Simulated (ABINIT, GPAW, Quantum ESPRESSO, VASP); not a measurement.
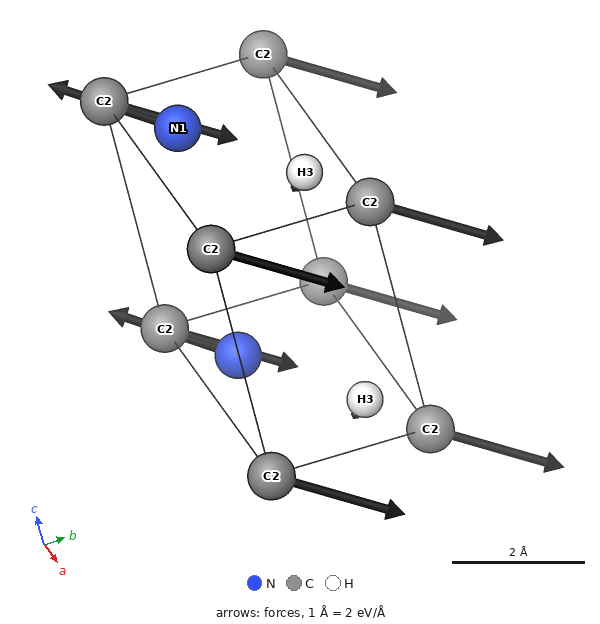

HCN (3 atoms) with its atoms moved off their places at random, by some hundredths of an ångström. The arrows are the forces from Quantum ESPRESSO (SSSP 1.3 efficiency). The parent cell is a structure listed in the Materials Project. It needn't be the stable form of this composition.

```
N C H
1.0
    -2.31606    2.31606    2.15990
     2.31606   -2.31606    2.15990
     2.31606    2.31606   -2.15990
N C H
1 1 1
Direct
  0.27532 0.28061 0.99816
  0.00317 0.00085 0.99747
  0.75512 0.76259 0.01579
```

The same cell was run in four programs or potential sets. Alike in all runs: functional PBE; k mesh 8 × 8 × 8 on the run's cell of 3 atoms; occupations fermi-dirac, width 0.05 eV; no spin polarisation; no spin-orbit coupling. The table gives the size of the force on each atom, with the net force on the cell removed.

| program | force on N1 (eV/Å) | force on C2 (eV/Å) | force on H3 (eV/Å) |
| --- | --- | --- | --- |
| Quantum ESPRESSO (SSSP 1.3 efficiency) | 3.515 | 3.558 | 0.169 |
| ABINIT (JTH PAW PBE v2.0) | 3.550 | 3.569 | 0.164 |
| GPAW (PAW data 1.2.1) | 3.515 | 3.585 | 0.174 |
| VASP (PBE potentials, release 64 N, C, H) | ? | ? | ? |

Estimate the row of VASP (PBE potentials, release 64 N, C, H).

3.295 eV/Å on N1, 3.333 eV/Å on C2 and 0.169 eV/Å on H3. The medians of the other rows are 3.515, 3.569, 0.169 eV/Å.

How well do the programs agree?

The force on C2, the largest, spans 3.333 to 3.585 eV/Å. Against the median force vectors, the rows deviate by 0.023 eV/Å rms as a rule, and VASP (PBE potentials, release 64 N, C, H) most, by 0.184 eV/Å. With one functional throughout, the spread comes from potentials, basis sets and numerical settings. Deviations count direction as well as size.

Notes on single rows: ABINIT (JTH PAW PBE v2.0): the atomic spheres overlap; VASP (PBE potentials, release 64 N, C, H): the standard files for N, O and F lose accuracy on very short bonds.
